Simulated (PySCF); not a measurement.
```xyz
13

C     0.3398   -0.8137   -1.9463
O     0.6648    0.4202   -1.5848
B     0.2235    1.2595   -0.5590
O    -1.0479    1.1276   -0.0996
O     1.0258    2.2626   -0.1355
O    -0.2230   -1.4796   -0.9471
B    -0.2011   -1.3136    0.4399
O    -1.2081   -1.8254    1.1840
O     0.8916   -0.7519    1.0187
H    -1.2566    1.7873    0.5704
H     1.8956    2.2259   -0.5474
H    -1.9124   -2.1871    0.6358
H     0.8167   -0.7309    1.9787
```

Geometry: PBE0-D3(BJ)/def2-SVP.

Theory: PBE0/pcSseg-1, SCF density, gas phase, non-relativistic (PySCF).

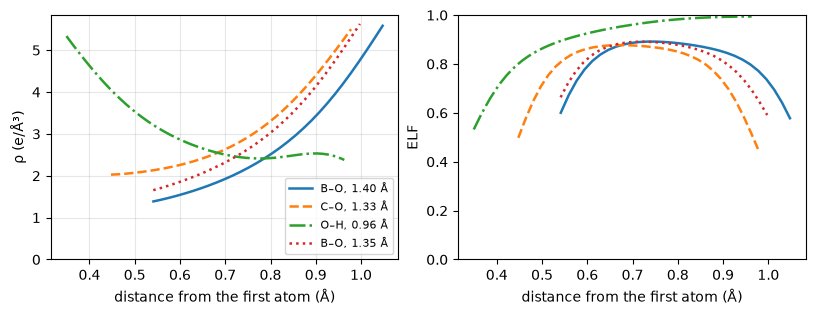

CH4B2O6. Electron density and ELF along straight lines between neighbouring atoms. The curves leave out the atomic cores.

Compare the contacts.

Answer. B–O (1.40 Å): ρ at the midpoint is about 1.9 e/Å³; the ELF peaks at about 0.90 between the atoms, as expected for a polar covalent bond.
C–O (1.33 Å): the density is about 2.5 e/Å³ at the midpoint; the ELF peaks at about 0.90 between the atoms, as expected for a shared but strongly polarised pair.
O–H (0.96 Å): the density is about 3.7 e/Å³ at the midpoint; the ELF climbs to about 1 towards the hydrogen, as it does in any bond to H (an ordinary covalent bond to hydrogen).
B–O (1.35 Å): ρ is about 2.2 e/Å³ halfway; the ELF peaks at about 0.90 between the atoms; a short, strongly polar bond.
